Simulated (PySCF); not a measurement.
## EPR calculation, with input and output: CH$_{5}$BOSi

- system: CH$_{5}$BOSi, multiplicity 3
- method: UKS B3LYP, IGLO-III on B C O Si, pcH-1 on H, non-relativistic, mean-field spin-orbit, GIAO (PySCF 2.14.0)

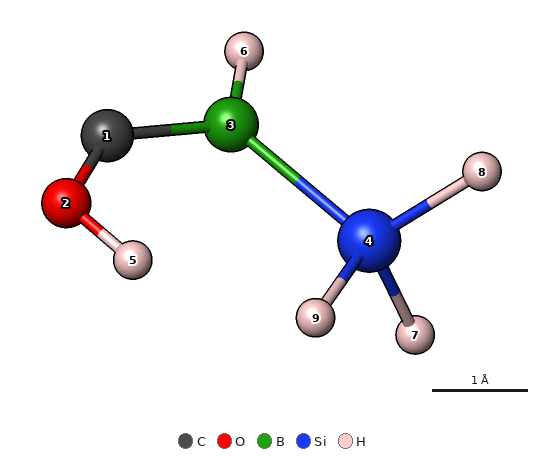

**Figure 1.** The structure (ball-and-stick view, seen at a tilt; atoms are numbered from 1 in the order of the input). Bond lengths as drawn: B–C 1.50 Å, B–H 1.21 Å, B–Si 2.02 Å, C–O 1.29 Å, H–O 0.98 Å and H–Si 1.50 to 1.51 Å.

**Input**
```
{"job": {"kind": "epr"}, "charge": 0, "multiplicity": 3}
C      0.864368     0.371039     1.521594
O      0.805999    -0.844141     1.949391
B      0.397779     1.086189     0.289435
Si    -0.549154    -0.092025    -1.049978
H      0.345888    -1.425311     1.305720
H      0.588797     2.266690     0.138392
H     -1.971006     0.301420    -1.303125
H      0.154552    -0.187402    -2.367828
H     -0.592938    -1.499644    -0.492143
```

The first line tells a small driver script what to run in PySCF; the rest is the geometry in Å.

Hardware: 1 CPU thread, shared host.

Launch command:
```bash
OMP_NUM_THREADS=1 python <driver script> task.json out
```

**Log**
```
UKS, coarse grid
  cycle   1  E = -430.58831645  |g| = 3.77e-01
  cycle   2  E = -430.53188542  |g| = 5.65e-01
  cycle   3  E = -430.63877676  |g| = 9.49e-02
  cycle   4  E = -430.64271006  |g| = 2.47e-02
  cycle   5  E = -430.64312377  |g| = 1.24e-02
  cycle   6  E = -430.64322023  |g| = 4.02e-03
  cycle   7  E = -430.64323571  |g| = 1.65e-03
  cycle   8  E = -430.64323868  |g| = 4.45e-04
UKS, final grid
  cycle   1  E = -430.64323508  |g| = 4.71e-04
  cycle   2  E = -430.64323494  |g| = 7.98e-04
  cycle   3  E = -430.64323521  |g| = 9.62e-05
  cycle   4  E = -430.64323521  |g| = 3.47e-05
  cycle   5  E = -430.64323522  |g| = 1.83e-05
E = -430.64323522 Eh   <S^2> = 2.0048 (exact 2.0000)
g shifts (ppm)      1          2          3
  rmc          -159       -159       -159
  gc             28         22        -40
  oz_so        -313        584       1217
  total        -443        447       1018
hyperfine (MHz)  atom isotope    a_iso     a_fc   dipolar eigenvalues
    0   13C     165.23     165.34    -55.91      3.74     52.17
    1   17O     -80.16     -80.21    -25.56      9.30     16.26
    2   11B      23.72      23.75    -15.01     -0.57     15.58
    3  29Si     -24.22     -24.28    -10.57      5.01      5.56
    4    1H      76.84      76.82     -7.10     -6.26     13.36
    5    1H       8.04       8.04     -7.31     -3.60     10.91
    6    1H      15.65      15.65     -1.71     -0.96      2.67
    7    1H      15.80      15.80     -1.71     -0.96      2.68
    8    1H      -2.24      -2.24     -2.73     -1.05      3.78
zero-field splitting (cm-1)  D = 0.3854  E = 0.0052  (spin-spin 0.3278, spin-orbit 0.0605)
```

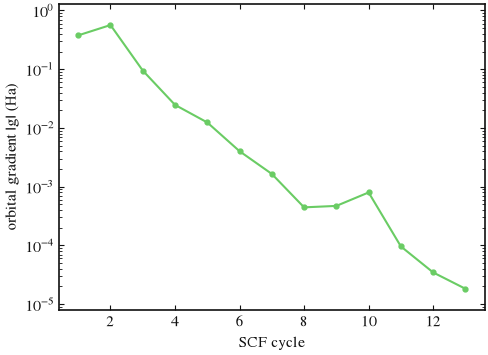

**Figure 2.** Convergence of the self-consistent field: orbital gradient |g| against the SCF cycle. All cycles printed in the log are drawn one after another.

**Summary**

- outcome: converged
- total energy: −430.643235 hartree
- ⟨S²⟩: 2.005
- isotropic g: 2.0027
- wall time: 29 s
- peak memory: 0.61 GiB
